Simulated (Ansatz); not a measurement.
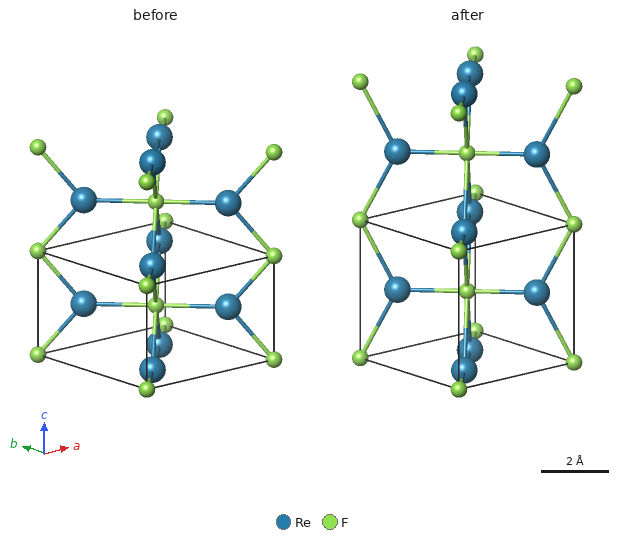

The structure of a crystal of Re2F (built on the rutile_136 type) before (left) and after (right) a relaxation, at one scale.

Style: ball-and-stick. Shown: the cell of the calculation, repeated 1 × 1 × 2 with one cell outlined, from a free direction.

Case: anti-rutile type (P4_2/mnm, No. 136).

Level of theory: Ansatz 0.2.0, DFT PBE, scalar-relativistic, plane waves, PAW. Set-up: plane-wave cutoff 420 eV; k-point mesh 8 × 8 × 12; occupations gaussian; smearing width 0.1 eV; no spin polarisation; cell and atoms relaxed; force threshold 0.01 eV/Å; at most 80 steps.

### Describe what moved and what it gained.

The largest moves relative to the cell, 0.13 Å, are those of Re atoms. F stays in place. Cell: a = b 5.063 → 4.585 Å (−9.4 %), c 3.261 → 4.344 Å (+33.2 %). Volume +9.2 %. Some distances before and after: Re–Re 2.778 → 2.255 Å, F–Re 2.142 → 2.447 Å, F–Re 2.191 → 2.115 Å. Bond angles that change, for instance: F–Re–F 99.1° → 125.1°, Re–F–Re 99.1° → 125.1°, F–Re–F 130.4° → 117.4°. The space group stays P4_2/mnm (No. 136). Over 14 accepted moves (17 points after the start) the energy falls by 583 meV per atom. Largest force component: 0.14 eV/Å at the start, 0.00088 eV/Å at the end. Pressure: 4.11 GPa at the start and 0.01 GPa at the end. The SCF was repeated 3 times at an unchanged geometry on a basis and grid sized afresh for the cell, which shifted the energy by 68.8 meV per atom at most. Cost: 7.2 min on 1 thread of Arm Neoverse V1, on a shared host, peak memory 0.56 GiB.
